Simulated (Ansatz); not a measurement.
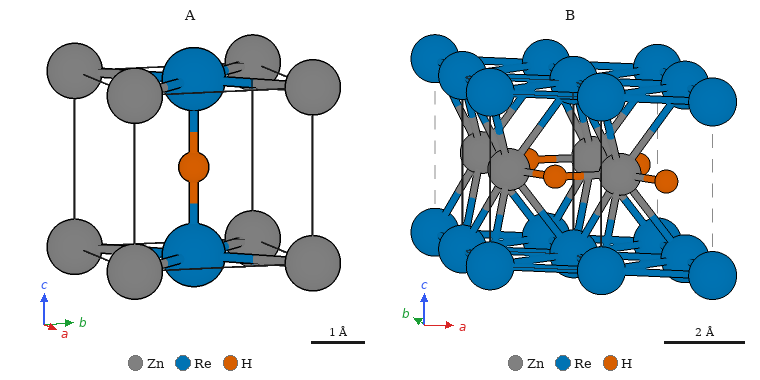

Two structures of ZnReH, each relaxed to rest (conventional cells in solid outline, small ones repeated, not to one scale). Method: Ansatz, DFT PBE, scalar-relativistic, plane waves, PAW, without spin polarisation.

What are the two structures?

A: 3 atoms a cell on a primitive tetragonal lattice, P4/mmm. B: 3 atoms a cell on a primitive hexagonal lattice, P-6m2.

Compare their energies: which is lower?

B is lower, by 203 meV/atom at this level of theory (energies at zero smearing). Volumes: A 14.2, B 10.7 Å³/atom.

One or both may be structure types tried for this composition rather than known phases.
